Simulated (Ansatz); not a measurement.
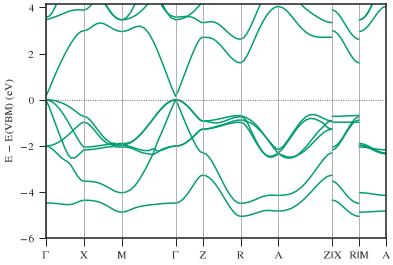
Fig. 1. Band structure from the program Ansatz at the r²SCAN level (PAW)

Read off the gap and where the band edges lie.

About 0.2 eV (0.15 eV by a search for the band edges); maximum at Γ, minimum at Γ.

Which of these materials gives this?
A. CdHgSe2, P-4m2 (Cd on 1c, Hg on 1a, Se on 2g)
B. AlN, P4/mmm (Al on 1c, N on 1a)
C. MgSe, P4_2/mmc (Mg on 2c, Se on 2e)
D. InP, P4_2/mnm (In on 4g, P on 4f)

A, CdHgSe2, P-4m2 (Cd on 1c, Hg on 1a, Se on 2g)

The first step of the workflow began from a Materials Project structure, measured or hypothetical; the Crystallography Open Database copy checked does not list it. With Cd and Hg taken as one species the cell has the higher symmetry F-43m, so it may be an ordered model of a mixed-site phase. Whether it is the stable phase at ambient conditions was not checked. Symmetry was held in the r²SCAN relaxation; its stability against distortions is not shown here. Spin–orbit coupling is left out wherever it is not named.

Potentials: the later of the program's two PAW sets.
